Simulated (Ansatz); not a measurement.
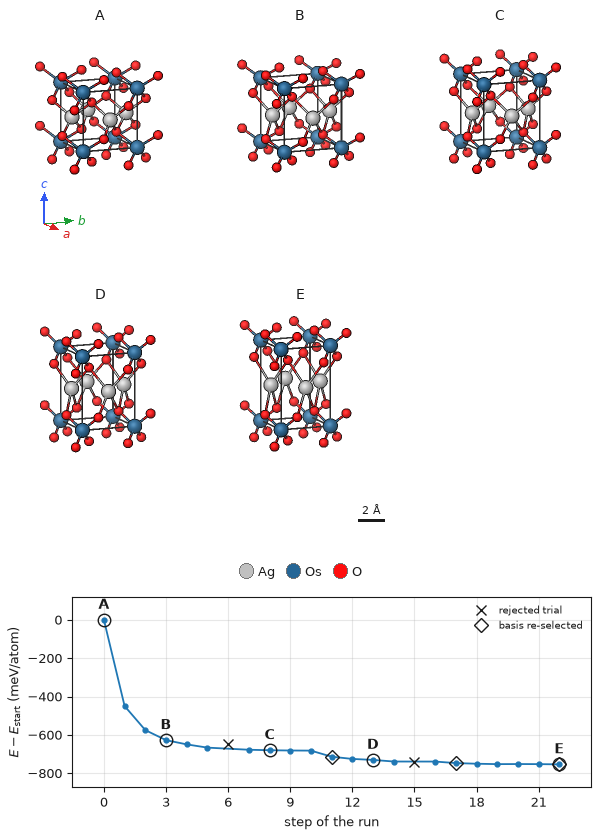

Frames of a relaxation of crystalline Ag2OsO4 (a generated structure, set up in P-42m) (coarse preliminary run), marked on the history of the run. A ball-and-stick model of the cell of the calculation, seen slightly off an axis.

Theory: DFT PBE, scalar-relativistic, plane waves, PAW (Ansatz). (plane-wave cutoff 420 eV; k-point mesh 4 × 4 × 4; occupations gaussian; smearing width 0.1 eV; collinear spin; cell and atoms relaxed; force threshold 0.04 eV/Å; at most 70 steps)

Q: Describe the path.

A: Over 17 accepted moves (22 points after the start) the energy falls by 753 meV per atom. Largest force component: 3.6 eV/Å at the start, 0.0039 eV/Å at the end. The pressure goes from −1.44 to 0.12 GPa. The line search rejected the trial steps at points 6, 15 of the run. The SCF was repeated 3 times at an unchanged geometry on a basis and grid sized afresh for the cell, which shifted the energy by 31.8 meV per atom at most. The largest moves relative to the cell, 0.48 Å, are those of O atoms. Ag and Os stay in place. The drawn cell changes as follows: a = b 4.603 → 4.193 Å (−8.9 %), c 4.749 → 6.438 Å (+35.6 %); the volume changes by +12.5 %. Among the contacts that change: Ag–O 2.058 → 2.584 Å, O–Os 2.097 → 1.757 Å. Among the angles between lasting bonds that change: O–Ag–O 105.1° → 70.3°, Ag–O–Ag 104.5° → 70.0°, O–Ag–O 105.0° → 136.1°. The space group stays P-42m (No. 111). The program noted that the starting moments weren't kept. From step 0 to 3: O atoms move most (0.39 Å), volume +19.6 %, energy −627 meV per atom. From step 3 to 8: O atoms move most (0.20 Å), volume +1.3 %, energy −52.6 meV per atom. From step 8 to 13: O atoms move most (0.13 Å), volume −4.3 %, energy −50.4 meV per atom. From step 13 to 22: O atoms move most (0.14 Å), volume −3.0 %, energy −23.2 meV per atom.
